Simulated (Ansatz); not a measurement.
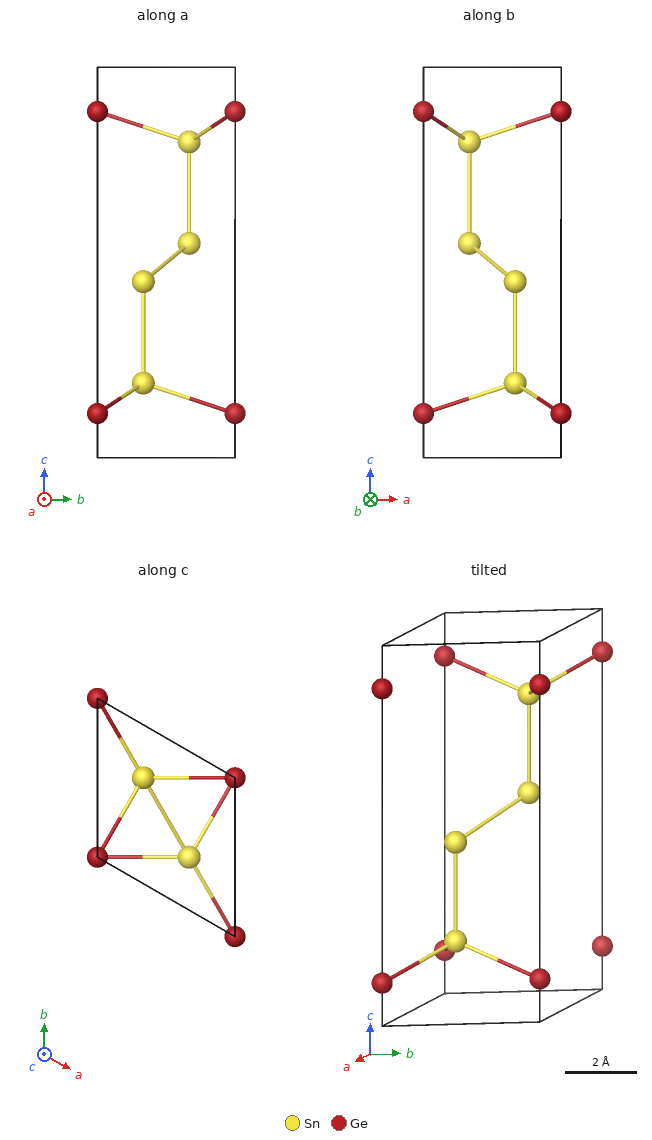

The image is a ball-and-stick drawing of a crystal, viewed along the a axis, along the b axis, along the c axis and slightly off an axis. The parallelepiped is the conventional unit cell.

Lattice parameters: a = 4.4984 Å, b = 4.4984 Å, c = 11.0569 Å, α = 90.000°, β = 90.000°, γ = 120.000°.

Put the structure into a CIF in P1 with every atom of the cell, with free fractional coordinates to two decimals.

Answer.
```cif
data_structure
_symmetry_space_group_name_H-M 'P 1'
_symmetry_Int_Tables_number 1
_cell_length_a 4.4984
_cell_length_b 4.4984
_cell_length_c 11.0569
_cell_angle_alpha 90.000
_cell_angle_beta 90.000
_cell_angle_gamma 120.000
_cell_volume 193.76
loop_
_atom_site_label
_atom_site_type_symbol
_atom_site_fract_x
_atom_site_fract_y
_atom_site_fract_z
_atom_site_occupancy
Sn1 Sn 0.3333 0.6667 0.55 1
Sn2 Sn 0.6667 0.3333 0.19 1
Sn3 Sn 0.6667 0.3333 0.45 1
Sn4 Sn 0.3333 0.6667 0.81 1
Ge1 Ge 0.00 0.00 0.89 1
Ge2 Ge 0.00 0.00 0.11 1
```

The structure comes from a structure type filled with these elements by a generator (whether the compound takes this form wasn't checked). Earlier steps of the study may have refined or changed the cell and positions. A calculation with Ansatz used it as input.
